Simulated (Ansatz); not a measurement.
# TiTe2 monolayer (2H): from the cell to its phonons, part 2 of 2

Aim: the vibrations of TiTe2 monolayer (2H), their spectra, and whether the structure is stable.

Ansatz 0.2.0; DFT PBE, scalar-relativistic, plane waves, PAW.

So far. Step 2 (Relaxation): The program solves this slab on a cell height of its own, 31.0 Å, in place of the one typed.

## Step 3: Tight relaxation

Phonons need a cell at rest on their own settings, so the relaxation is repeated with tight tolerances on forces and stress on the k mesh and occupations of the first response run.

Contents of input.yaml:

```yaml
crystal:
  lattice:
    - [3.7474922156, 0.0, 0.0]
    - [-1.8737461078, 3.2454234592, 0.0]
    - [0.0, 0.0, 31.0]
  atoms:
    - { symbol: Ti, position: [0.3333333333, 0.6666666667, 0.3225806452] }
    - { symbol: Te, position: [0.6666666667, 0.3333333333, 0.3802030184] }
    - { symbol: Te, position: [0.6666666667, 0.3333333333, 0.2649582719] }
  periodic: [true, true, false]
kpoints:
  mp_grid: { grid: [12, 12, 1] }
hamiltonian:
  xc: pbe
scf:
  occupations: { method: gaussian, width: 0.01 }
output:
  forces: true
  stress: true
  eigenvalues: true
  write_density: true
  write_potential: true
  elf: true
  volumetric_format: npy
relax:
  adjacent_minimum: "off"
  f_tol: 0.001
  max_steps: 60
  cell: { stress_2d_tol: 0.002 }
```

Launch:

```bash
$ ansatz run input.yaml --threads 8 --pin off --max-ram 14336MiB --backend cpu --events-out ev --progress --plain --runs-dir out
```

Numbers of over 12 decimals in the logs are rounded to 6 here.

Output:

```text
[...]
Crystal: 3 atoms, lattice volume = 377.028 Å³
Basis set: ecut = 420 eV, 7399 PW (Γ), exchange–correlation on 54×54×432 points (8 copies of the dense FFT grid, shifted against one another)
Bands: 27, of which v1, the nominal top of the filled ones, is band 22 counted from 1 (21 counted from 0)
Symmetry: 12 space group operations
[...]
--- Relaxed structure (2 steps of the walk, 2 accepted, 1 SCFs on fresh bases) ---
[...]
cell:  # Å, volume = 377.0588 Å³
    - [3.747644, 0.0, 0.0]
    - [-1.873822, 3.245555, 0.0]
    - [0.0, 0.0, 31.0]
  atoms:
    - { symbol: Ti, position: [0.333333, 0.666667, 0.322581] }
    - { symbol: Te, position: [0.666667, 0.333333, 0.380199] }
    - { symbol: Te, position: [0.666667, 0.333333, 0.264962] }
[key lines of the parts left out:]
SCF converged after 10 iterations
Free energy (F): -16461.352754 eV
Fermi energy:    -5.221562 eV
P = ½ c Tr σ = 0.0009 N/m
```

Run time: 11 s. Hardware: 8 threads of AMD EPYC 7R43, shared host; peak memory 1.1 GiB; 75 s of CPU time.

Little changed from the start: no atom moved by 0.005 Å and no cell edge by 0.1 %.

This step gave:

| Item | Value |
| --- | --- |
| gap on the k-mesh | 0.1818 eV |
| direct gap on mesh | 0.5322 eV |

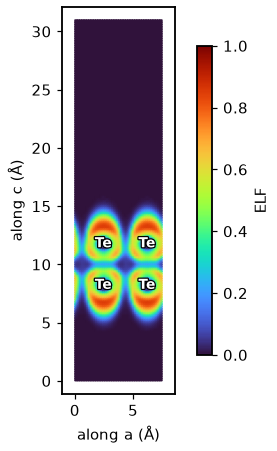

ELF in the ac plane at fractional y = 0.333, with atoms of Te within 0.2 Å of it. It is the smooth field of the valence electrons, not physical close to the nuclei.

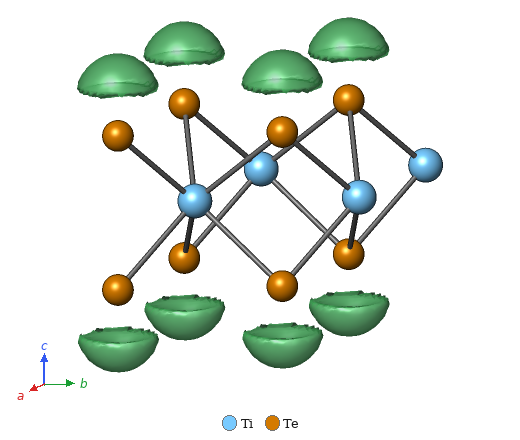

Surface of ELF = 0.77. 2×2×1 cells are drawn.

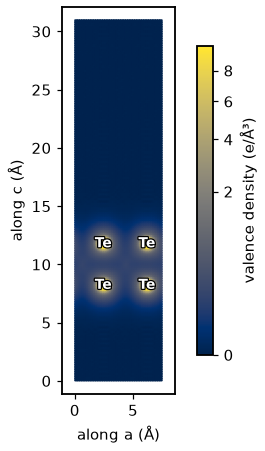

Valence density in the ac plane at fractional y = 0.333, with atoms of Te within 0.2 Å of it. It is the smooth field of the valence electrons, not physical close to the nuclei. The colour scale is stretched toward low values.

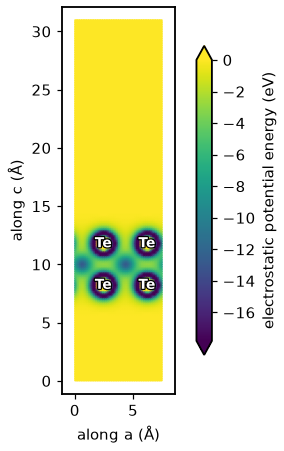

Electrostatic potential energy in the ac plane at fractional y = 0.333, with atoms of Te within 0.2 Å of it. With pseudopotentials it is smooth inside the atoms' cores, unlike the true potential.

The largest force component left is 0.63 meV/Å, within the tolerances set.

## Step 4: Zone-centre response

The zone centre comes first: it holds the modes that light can see, as far as symmetry allows. No field response is asked.

input.yaml, the sections that differ from step 3:

```yaml
crystal:
  lattice:
    - [3.7476444032, 0.0, 0.0]
    - [-1.8738222016, 3.2455552575, 0.0]
    - [0.0, 0.0, 31.0]
  atoms:
    - { symbol: Ti, position: [0.3333333333, 0.6666666667, 0.3225806452] }
    - { symbol: Te, position: [0.6666666667, 0.3333333333, 0.3801991612] }
    - { symbol: Te, position: [0.6666666667, 0.3333333333, 0.2649621291] }
  periodic: [true, true, false]
output:
  eigenvalues: true
phonons:
  method: dfpt
# kpoints, hamiltonian, scf: as in step 3
# relax: removed
```

Output:

```text
Warning: crystal.symmetry: narrowed to the stabiliser of the run's FFT grids — unitary ops 12 → 6. A phonons.method: dfpt run fills in the rows of the dynamical matrix that it does not solve by its symmetry operations, which is exact only for operations that map its FFT grids onto themselves: filled in by any other, the frequencies could depend on the order in which like atoms are typed, or, by more than the grids' own error, on where the crystal sits among the grids' points. Excluded: 6 operations. The run can therefore solve more perturbations, solve them on more k-points, or both, and cost more. [rest of the remark cut]
[...]
Crystal: 3 atoms, lattice volume = 377.059 Å³
Basis set: ecut = 420 eV, 7399 PW (Γ), exchange–correlation on 54×54×432 points (8 copies of the dense FFT grid, shifted against one another)
Bands: 27, of which v1, the nominal top of the filled ones, is band 22 counted from 1 (21 counted from 0)
Symmetry: 12 space group operations
k-points: 43 of 144 (irreducible under 2 space group operations, time reversal used)
[...]
SCF iter   1: F=—  HF=-16461.360524 eV  |F-HF|=—  |Δ(HF+E_count)|=         —  Δρ=3.45e-3  dr2=1.05e-1  ethr=1.77e-3  ⟨swp⟩=15.0  Hψ=7993  notcnv=0
[...]
SCF iter  13: F=-16461.352754 eV  HF=-16461.352754 eV  |F-HF|=6.91e-11  |Δ(HF+E_count)|=  1.09e-11  Δρ=7.70e-9  dr2=5.58e-13  ethr=1.00e-12  ⟨swp⟩=6.3  Hψ=4779  notcnv=0
SCF 1 converged in 13 iterations: F = -16461.352754 eV  dr2 = 5.58e-13
[...]
DFPT response loops at Γ: preconditioner auto → none (the input reference at scf.mixing.eps_inf says where Resta's filter doesn't serve); β = 0.50; Broyden in place of MSR1
SCF converged after 13 iterations
Free energy (F): -16461.352754 eV
[...]
Internal energy: -16461.352754 eV  (E = F + TS)
E sigma→0 (E₀):  -16461.352754 eV
Fermi energy:    -5.221562 eV
[...]
--- Band table (eV; the first three rows and the last of 43) ---
  k-point 0: bands = [... 18 lower, -6.0424, -6.0424, -5.3122, -5.3122, -4.4289, -2.5103, -2.5103, -2.3724, ... 1 higher]
  k-point 1: bands = [... 18 lower, -6.2933, -6.0120, -5.4239, -5.4124, -4.4606, -2.7884, -2.7093, -2.5164, ... 1 higher]
  k-point 2: bands = [... 18 lower, -6.5212, -5.9301, -5.7239, -5.6966, -4.5964, -3.1633, -3.0953, -2.8507, ... 1 higher]
  k-point 42: bands = [... 18 lower, -7.8566, -7.3665, -7.2194, -5.9126, -4.7090, -3.5325, -3.3861, -2.9585, ... 1 higher]
--- Phonons (Γ-DFPT): 6 representative perturbations + reference, on 43 of 144 k-points (Σ response iterations 25) ---
  ASR residual: 7.353e-5 → 0.000e0 eV/Å²; symmetrization residual: 3.561e-5 eV/Å²
  The last average, over the group as it would stand without the narrowing to the FFT grids, took up to 3.822e-6 eV/Å² of the zone centre's force constants
  ASR residual per site (eV/Å²): 7.35e-5 3.78e-5 3.29e-5
  Γ frequencies (cm⁻¹): 0.00 0.00 0.00 57.10 57.10 147.26 187.22 187.22 255.78
  non-analytic LO–TO correction: not included (Born effective charges unavailable; polar crystals: no LO–TO splitting at Γ)
```

Elapsed: 52 s, on 8 threads; peak memory 2.1 GiB; 5.9 min of CPU time.

The column dr2 measures how far the density is from self-consistency, as an energy; F and HF (Harris–Foulkes) agree once it is small.

This step gave:

```yaml
sum_rule_residual_before_enforcement: 7.35e-5 eV/Å²
point_group: -6m2
highest_optical_mode_at_the_zone_centre_no_lo_to_term: 255.8 cm⁻¹
lowest_optical_zone_centre_mode: 57.1 cm⁻¹
```

Without the LO-TO term. Patterns of degenerate modes are one choice out of their space. Modes at Γ, with each element's share of the kinetic energy:

```tsv
mode	frequency (cm⁻¹)	symmetry	Ti %	Te %
1	0.0	acoustic	16	84
2	0.0	acoustic	16	84
3	0.0	acoustic	16	84
4	57.1	E''	0	100
5	57.1	E''	0	100
6	147.3	A1'	0	100
7	187.2	E'	84	16
8	187.2	E'	84	16
9	255.8	A2''	84	16
```

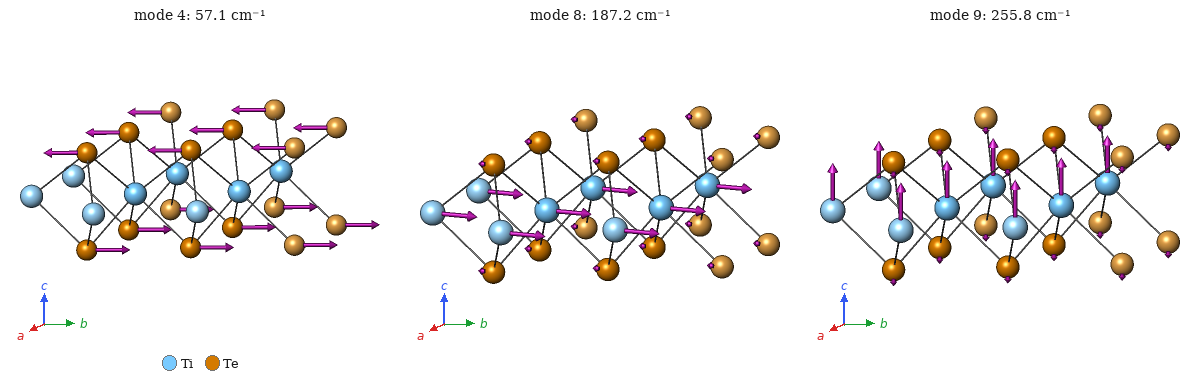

Displacement patterns of modes 4, 8 and 9 at Γ; arrows are exaggerated. 2×2×1 cells are drawn. Some periodic images of atoms are drawn too.

Before it was imposed, the acoustic sum rule was missed by 7.4e-5 eV/Å². Small misses are needed for a sound result but don't prove that mesh and cutoff are converged. The lowest optical mode is real, 57.1 cm⁻¹.

## Step 5: The dispersion

Stability and thermal properties need the whole zone. Linear response on a 3×3×1 q mesh gives force constants as far as a supercell of that size would.

input.yaml: that of step 4 with these lines changed.

```diff
@@ -20 +20,10 @@
   method: dfpt
+  qmesh: [3, 3, 1]
+  temperatures: { t_max: 1000, t_step: 50 }
+  qpath:
+    path:
+      - [0.0, 0.0, 0.0]
+      - [0.5, 0.0, 0.0]
+      - [0.33333333, 0.33333333, 0.0]
+      - [0.0, 0.0, 0.0]
+    npoints: 10
```

Output:

```text
[...]
Crystal: 3 atoms, lattice volume = 377.059 Å³
Basis set: ecut = 420 eV, 7399 PW (Γ), exchange–correlation on 54×54×432 points (8 copies of the dense FFT grid, shifted against one another)
Bands: 27, of which v1, the nominal top of the filled ones, is band 22 counted from 1 (21 counted from 0)
Symmetry: 12 space group operations
k-points: 19 of 144 (irreducible under 6 space group operations, time reversal used)
[...]
SCF iter   1: F=—  HF=-16461.360566 eV  |F-HF|=—  |Δ(HF+E_count)|=         —  Δρ=3.44e-3  dr2=1.04e-1  ethr=1.77e-3  ⟨swp⟩=14.7  Hψ=3445  notcnv=0
[...]
SCF iter  13: F=-16461.352754 eV  HF=-16461.352754 eV  |F-HF|=5.09e-11  |Δ(HF+E_count)|=  2.91e-11  Δρ=2.29e-8  dr2=4.27e-12  ethr=1.00e-12  ⟨swp⟩=5.6  Hψ=2256  notcnv=0
SCF 1 converged in 13 iterations: F = -16461.352754 eV  dr2 = 4.27e-12
[...]
NSCF: frozen V_eff on 19 k-points
[...]
DFPT response loops at q = (0, 0, 0) (fractional): preconditioner auto → none (the input reference at scf.mixing.eps_inf says where Resta's filter doesn't serve); β = 0.50; Broyden in place of MSR1
[...]
SCF converged after 13 iterations
Free energy (F): -16461.352754 eV
[...]
Internal energy: -16461.352754 eV  (E = F + TS)
E sigma→0 (E₀):  -16461.352754 eV
Fermi energy:    -5.221561 eV
[...]
--- Band table (eV; the first three rows and the last of 19) ---
  k-point 0: bands = [... 18 lower, -6.0424, -6.0424, -5.3122, -5.3122, -4.4289, -2.5103, -2.5103, -2.3724, ... 1 higher]
  k-point 1: bands = [... 18 lower, -6.2933, -6.0120, -5.4239, -5.4124, -4.4606, -2.7884, -2.7093, -2.5164, ... 1 higher]
  k-point 2: bands = [... 18 lower, -6.5212, -5.9301, -5.7239, -5.6966, -4.5964, -3.1633, -3.0952, -2.8507, ... 1 higher]
  k-point 18: bands = [... 18 lower, -8.4447, -7.6618, -7.6452, -5.9875, -4.4787, -3.7787, -3.0216, -2.9918, ... 1 higher]
--- Phonons (Γ-DFPT): 6 representative perturbations + reference (Σ response iterations 23) ---
  ASR residual: 7.901e-5 → 0.000e0 eV/Å²; symmetrization residual: 5.864e-5 eV/Å²
[...]
ASR residual per site (eV/Å²): 7.90e-5 4.84e-5 5.10e-5
  Γ frequencies (cm⁻¹): 0.00 0.00 0.00 57.10 57.10 147.26 187.22 187.22 255.78
--- Phonons (arbitrary-q DFPT): 3 irreducible q on the 3×3×1 mesh ---
  q = [0.0000, 0.0000, 0.0000] (star 1, of the zone-centre solve; hermiticity 1.21e-5, symmetrization 6.93e-12, taken by the last average 4.95e-7): 0.00 0.00 0.00 57.10 57.10 147.26 187.22 187.22 255.78
  q = [0.0000, 0.3333, 0.0000] (star 6, 9 solved perturbations on 78 of 144 k-point pairs; hermiticity 4.73e-6, symmetrization 1.13e-9, taken by the last average 5.10e-7): 39.00 62.53 69.51 100.98 101.68 128.08 187.77 200.33 258.37
  q = [0.3333, 0.3333, 0.0000] (star 2, 6 solved perturbations in 327 linear systems a pass and spin channel, the states on 78 of 144 k-point pairs; hermiticity 4.52e-6, symmetrization 1.37e-7, taken by the last average 5.16e-7): 54.78 96.60 99.45 101.97 106.81 118.63 141.51 218.14 255.03
  sum rule: each row above includes the acoustic sum rule's correction from the zone centre's row sums; it moved no ω² by more than (0.67 cm⁻¹)²
  mesh force constants: q→R imaginary residual 1.43e-16; ASR residual 7.901e-5 → 0.000e0 eV/Å²; symmetrization residual 6.217e-15 eV/Å²
  interpolated dispersion: 31 rows × 9 modes
  density of states and harmonic sums: on the 21×21×1 q-mesh, interpolated from the force constants of a 3×3×1 supercell (no non-analytic term)
  largest difference from the sums on the solved wave vectors: F 1.07e-1 eV, S 1.34e-4 and C_V 2.70e-5 eV/K
  zero-point energy: 0.070325 eV/cell   skipped modes (ω ≤ 0): 4, of them read as no rigid motion or as one in doubt: 1 (1.361e-2 modes/cell left out, lowest -2.11 cm⁻¹)   left out of the sums: 2.27e-3 of the cell's modes: C_V's classical limit lies that fraction below 3 k_B per atom; for a crystal, a wire or a layer, F and S can be off by more, and a phonons.interpolated_qmesh denser along its periods is the remedy for the sampling
```

It took 3.4 min on 8 threads; peak memory 2.7 GiB; 25 min of CPU time.

Numbers from this step:

| Property | Result |
| --- | --- |
| sum-rule residual before enforcement | 7.90e-5 eV/Å² |
| lowest frequency on the path | -2.184 cm⁻¹ |
| highest frequency on the path or at a solved wavevector | 272.8 cm⁻¹ |
| mean frequency | 126.4 cm⁻¹ |
| lowest mode on the q mesh (acoustic modes at Γ apart) | 39 cm⁻¹ |
| zero-point energy per atom | 23.44 meV |
| heat capacity at 300 K | 23.94 J/(mol atoms K) |
| vibrational entropy at 300 K | 42.51 J/(mol atoms K) |

Frequencies (cm⁻¹) solved at each irreducible wavevector; negative means imaginary. Frequencies by wavevector, by row:

```tsv
q in reciprocal lattice units	star	mode 1	mode 2	mode 3	mode 4	mode 5	mode 6	mode 7	mode 8	mode 9
0 0 0	1	0	0	0	57.1	57.1	147.3	187.2	187.2	255.8
0 0.3333 0	6	39	62.5	69.5	101	101.7	128.1	187.8	200.3	258.4
0.3333 0.3333 0	2	54.8	96.6	99.5	102	106.8	118.6	141.5	218.1	255
```

Interpolated from a 3×3×1 q mesh, without the LO-TO term. The phonon branches at the labelled points (cm⁻¹):

```tsv
point	branch 1	branch 2	branch 3	branch 4	branch 5	branch 6	branch 7	branch 8	branch 9
Γ	0	0	0	57	57	147	187	187	256
M	57	73	76	108	112	129	159	199	273
K	55	97	99	102	107	119	142	218	255
Γ	0	0	0	57	57	147	187	187	256
```

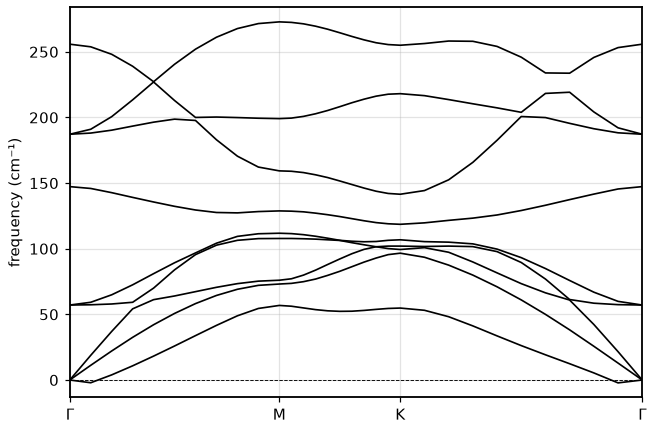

Phonon branches along the path.

Tetrahedra on a 21×21×1 mesh, mean over bins of 5 cm-1. Interpolated from a 3×3×1 q mesh. Table of phonon density of states by wavenumber; read off at these points:

```tsv
wavenumber (cm⁻¹)	phonon density of states (1/cm⁻¹/cell)
-2	0.00337
18	0.0145
38	0.0268
52	0.0609
62	0.0472
72	0.0726
82	0.0561
102	0.106
108	0.119
122	0.0482
128	0.0890
148	0.0144
168	0.0132
188	0.015
202	0.0764
208	0.0501
232	0.0167
252	0.0193
272	0.0119
```

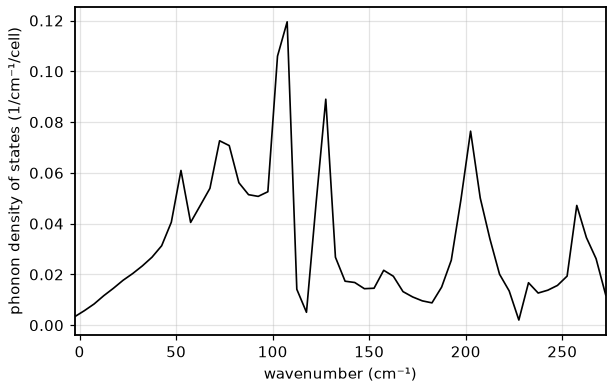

Phonon density of states against wavenumber.

The partial phonon density of states has structure finer than the step of the table below, so its rows give means over 25 cm⁻¹, whole bins alone (the curve runs from -12.1 to 290 cm⁻¹). Peaks (cm⁻¹: height): Te 73.5: 0.0748, 105.9: 0.127, 126.8: 0.0837; Ti 52.6: 0.0159, 163.0: 0.0171, 201.1: 0.0697, 258.2: 0.0407.

Phonopy on the run's constants, 17x17x1 mesh, Gaussian sigma 2.2 cm-1. Interpolated from a 3×3×1 q mesh. Partial phonon density of states against wavenumber; means over each step; values in 1/cm⁻¹/cell:

```tsv
wavenumber (cm⁻¹)	Te	Ti
25	0.0155	0.00363
50	0.0336	0.00846
75	0.0572	0.00295
100	0.0692	0.00328
125	0.0361	6.6e-4
150	0.00878	0.00820
175	0.00332	0.00840
200	0.00593	0.0399
225	0.00213	0.0128
250	0.00300	0.0209
275	0.00107	0.0102
```

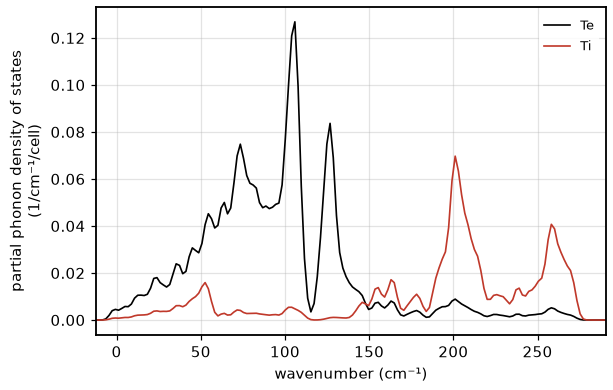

Partial phonon density of states against wavenumber.

Harmonic thermodynamic functions per atom, from the density of states. Interpolated from a 3×3×1 q mesh. Thermodynamic functions, by row:

```tsv
T (K)	F_vib (meV/atom)	S (J/mol-atom/K)	C_V (J/mol-atom/K)
0	23.44	0	0
100	14.92	18.41	18.61
200	-12.34	33	22.87
300	-51.76	42.51	23.94
400	-99.59	49.46	24.34
500	-153.8	54.92	24.54
600	-213.1	59.4	24.64
700	-276.7	63.2	24.71
800	-343.9	66.51	24.75
900	-414.4	69.42	24.78
1000	-487.7	72.03	24.8
```

Symmetry leaves 3 wavevectors to solve. The lowest mode among them, the acoustic zeros apart, lies at q = (0, 0.333, 0) and is real, 39.0 cm⁻¹.

## Step 6: Isotope substitution, element Te, natural mass 127.6 amu

An isotope changes the mass and not the force constants, so no new electronic calculation is needed; the shifts show which modes move this element.

The same force constants with the mass of Te changed from 127.600 to 129.906 u (phonopy, no LO-TO term). Both lists are sorted by frequency; levels can cross, so a row need not hold one and the same mode. Modes under 3 cm⁻¹ are left out. Isotope shifts, by row:

```tsv
q	rank	natural mass (cm⁻¹)	changed mass (cm⁻¹)
0 0 0	4	57.1	56.6
0 0 0	5	57.1	56.6
0 0 0	6	147.3	145.9
0 0 0	7	187.2	187
0 0 0	8	187.2	187
0 0 0	9	255.8	255.4
0 0.3333 0	1	39	38.74
0 0.3333 0	2	62.53	62.03
0 0.3333 0	3	69.51	68.89
0 0.3333 0	4	101	100.1
0 0.3333 0	5	101.7	100.8
0 0.3333 0	6	128.1	127
0 0.3333 0	7	187.8	187.3
0 0.3333 0	8	200.3	200.1
0 0.3333 0	9	258.4	258.1
0.3333 0.3333 0	1	54.78	54.48
0.3333 0.3333 0	2	96.6	95.77
0.3333 0.3333 0	3	99.45	98.67
0.3333 0.3333 0	4	102	101.1
0.3333 0.3333 0	5	106.8	105.9
0.3333 0.3333 0	6	118.6	117.6
0.3333 0.3333 0	7	141.5	141
0.3333 0.3333 0	8	218.1	218.1
0.3333 0.3333 0	9	255	254.8
```

A mode of this element alone would shift by -0.89 %. The highest zone-centre frequency without the field goes from 255.8 to 255.4 cm⁻¹ (-0.1 %). The product of the frequency ratios over all optical modes at Γ is 0.970; the product rule, (m/m′)^(3k/2) (M′/M)^(3/2) with k = 2 such atoms and M the mass of the cell, gives 0.969.

## Step 7: Another isotope, element Ti, natural mass 47.867 amu

The same for Ti, from 47.87 to 49.94 u.

A mode of this element alone would shift by -2.10 %. The highest zone-centre frequency without the field goes from 255.8 to 251.3 cm⁻¹ (-1.8 %). The product of the frequency ratios over all optical modes at Γ is 0.948; the product rule, (m/m′)^(3k/2) (M′/M)^(3/2) with k = 1 such atoms and M the mass of the cell, gives 0.948.

## Step 8: Outcome

| Property | Result |
| --- | --- |
| space group after relaxation (within 0.01 Å) | P-6m2 |
| area per atom | 4.05 Å² |
| gap on the k-mesh | 0.182 eV |
| highest optical mode at the zone centre (no LO-TO term) | 256 cm⁻¹ |
| lowest optical zone-centre mode | 57.1 cm⁻¹ |
| lowest mode on the q mesh (acoustic modes at Γ apart) | 39.0 cm⁻¹ |
| highest frequency on the path or at a solved wavevector | 273 cm⁻¹ |
| zero-point energy per atom | 23.4 meV |
| heat capacity at 300 K | 23.9 J/(mol atoms K) |
| vibrational entropy at 300 K | 42.5 J/(mol atoms K) |
| imaginary modes on the 3×3×1 q mesh | none |

**Reading.** The structure is a minimum as far as tested: no mode is imaginary at the 3 irreducible wavevectors of the 3×3×1 mesh, and the softest away from the acoustic zeros lies at 39 cm⁻¹. Without the field, the optical modes at Γ span 57 to 256 cm⁻¹. The highest mode in this list at Γ, 255.8 cm⁻¹, is mostly motion of Ti (84 % of the kinetic energy). In a sheet or slab the interpolated bending branch near Γ is rough, since the rotational sum rule isn't imposed. Spin-orbit coupling is left out, which can matter for the heavy elements here. The starting cell was built on a prototype and not taken from a measurement. These are harmonic frequencies at zero temperature: anharmonic shifts, linewidths and thermal expansion are left out.

[Logs are printed without paths, hosts, clocks, repeated set-up lines and the standing remarks that a program may print on its own settings, such as how far it seeks lower states.]

[Hosts, paths, dates, database ids (printed as entryN), source tags and the programs' standing remarks are cut or masked in the printed files.]
